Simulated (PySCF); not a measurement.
## Electronic structure of C$_{3}$H$_{11}$PSi$_{2}$ in real space

```xyz
17

C    -0.3481    2.4737    0.2788
C    -0.2544    0.9687    0.2730
C     0.6353    0.2857   -0.7212
Si    1.8980   -1.0176   -0.2052
P    -1.1828    0.0119   -1.0196
Si   -1.6634   -1.8846    0.0710
H     0.5304    2.8993    0.7653
H    -0.4022    2.8574   -0.7385
H    -1.2343    2.8030    0.8189
H    -0.2698    0.5343    1.2698
H     1.0184    0.9676   -1.4811
H     2.0660   -2.0029   -1.2733
H     3.1570   -0.3042    0.0310
H     1.4634   -1.6703    1.0316
H    -1.4904   -1.7771    1.5243
H    -3.0761   -2.1269   -0.2229
H    -0.8542   -3.0061   -0.4118
```

Geometry: GFN2-xTB.

The calculation used PBE0/def2-SVPD, SCF density, gas phase (PySCF).

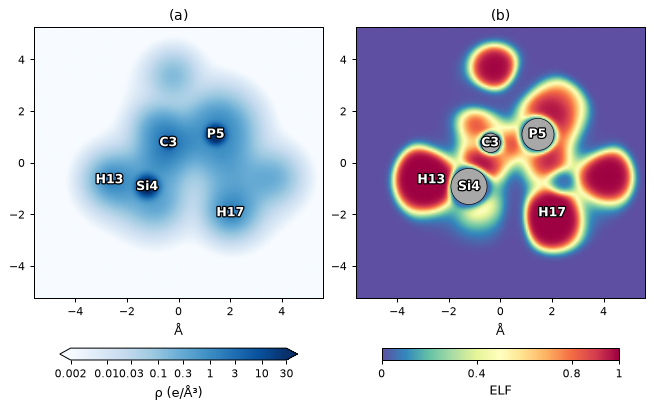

Figure 1. (a) total electron density; (b) electron localisation function on the plane of atoms Si4, C3 and P5. Grey discs cover the atomic cores in the ELF map.

Question: Describe what can be read from this map.

Answer:
- The section cuts through C, Si, P and H sites.
- C–P (1.86 Å): the density is about 0.96 e/Å³ at the midpoint; the ELF peaks at about 0.80 between the atoms; localised, covalent bonding.
- C–Si (1.89 Å): ρ is about 0.92 e/Å³ halfway; the ELF peaks at about 0.95 between the atoms, as expected for a shared electron pair.
- Si–H (1.47 Å): the density is about 0.79 e/Å³ at the midpoint; the ELF climbs to about 1 towards the hydrogen, as it does in any bond to H.
- The ELF also peaks beside P5, away from the bonds: lone-pair regions.

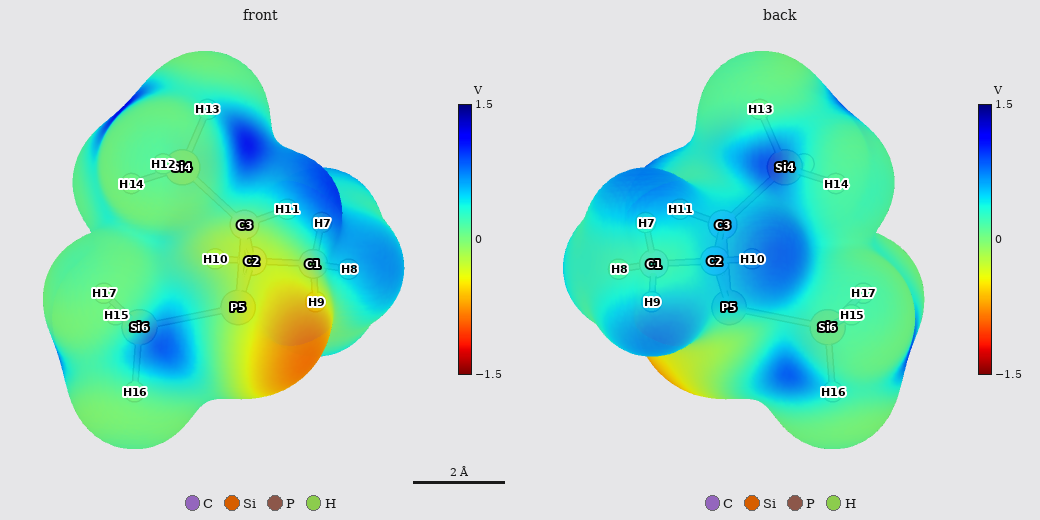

Figure 2. The molecular electrostatic potential painted on the density surface at 0.002 e/bohr³, seen from the front and from behind; red is negative and blue positive.

Question: Which sites attract a positive test charge, and which a negative one?

Answer: A positive charge is drawn to the negative regions and a negative charge to the positive ones. The most negative region (about −0.9 V) lies over P5, the most positive (about +1.0 V) over Si4.

Question: How polar is the molecule by this calculation?

Answer: Its dipole moment is 1.24 D.
